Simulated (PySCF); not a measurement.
## Electronic structure of C5H6F2OSi (SMILES COC1=C(F)[SiH2]C=C1F) in real space

```csv
atom,x (Å),y (Å),z (Å)
C,2.5699,-0.3208,-0.3528
O,1.5959,-0.2887,0.6675
C,0.3142,-0.0749,0.3149
C,-0.2838,0.1304,-0.8747
F,0.3859,0.1597,-2.0592
Si,-2.1478,0.3692,-0.6922
C,-1.9448,0.1509,1.1625
C,-0.6549,-0.0540,1.4246
F,-0.1662,-0.2477,2.6582
H,3.5176,-0.5035,0.1500
H,2.6158,0.6309,-0.8884
H,2.3718,-1.1249,-1.0662
H,-2.5814,1.7082,-1.0818
H,-2.9138,-0.6995,-1.3279
H,-2.6827,0.1727,1.9435
```

Geometry: GFN2-xTB.

Level of theory: PBE0/pcSseg-1, SCF density, gas phase, non-relativistic (PySCF 2.14.0).

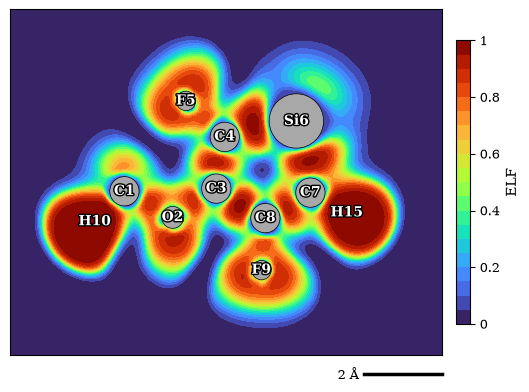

Figure 1. ELF on the plane of atoms Si6, C7 and C8. Grey discs cover the atomic cores.

> What does the map show?

The section cuts through C, O, F, Si and H sites.
C–C (1.33 Å): the ELF peaks at about 0.90 between the atoms; a multiple bond.
C–F (1.34 Å): the ELF peaks at about 0.85 between the atoms (a polar covalent bond).
C–O (1.35 Å): the ELF peaks at about 0.85 between the atoms (a polar covalent bond).
C–Si (1.88 Å): the ELF peaks at about 0.95 between the atoms: a shared electron pair.
C–H (1.07 Å): the ELF climbs to about 1 towards the hydrogen, as it does in any bond to H: an ordinary covalent bond to hydrogen.
The ELF also peaks beside F9, O2 and F5, away from the bonds: lone-pair regions.

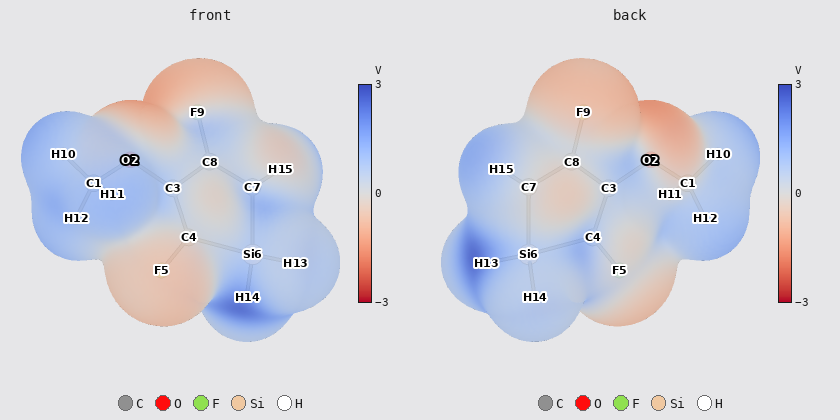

Figure 2. The electrostatic potential painted on the density surface at 0.004 e/bohr³, seen from the front and from behind; the colour scale runs from red (negative) to blue (positive).

> Where is the surface potential most negative and most positive?

The most negative region (about −1.4 V) lies over O2, the most positive (about +2.4 V) over Si6. O2 is the likeliest acceptor of a hydrogen bond.
